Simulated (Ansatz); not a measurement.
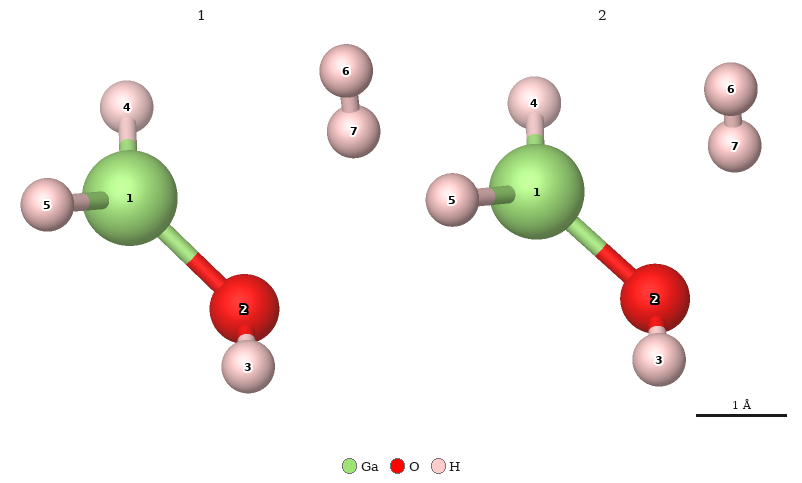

Two geometries of GaH$_{5}$O, drawn at one scale. One is the start of a relaxation, the other its converged end. Style: ball-and-stick. Shown from a free direction.

Theory: RKS B3LYP-D4/def2-SVP in Ansatz 0.2.0. Set-up: no spin polarisation; force threshold 0.03 eV/Å; at most 50 steps.

Which of the two is the end point?

Structure 1 is the relaxed one. The run prepares an end point of a later path (reaction) calculation, from a guessed geometry. The energy falls by 2.16 kcal/mol in 5 accepted moves (6 points after the start). The largest force component goes from 1.5 to 0.015 eV/Å. The line search rejected the trial step at point 4 of the run. The largest moves after the best rigid fit, 0.30 Å, are those of H6 and H7. By element the largest moves are H 0.30 Å, O 0.18 Å, Ga 0.11 Å. Among the contacts that change: H6–H7 0.720 → 0.762 Å. Cost: 18 s on 1 thread of Arm Neoverse V1, with other jobs on the host, peak memory 0.13 GiB.

Limits of the set-up: the start holds two separate molecules, 2.2 Å apart at their closest, whose relative position is a soft coordinate.
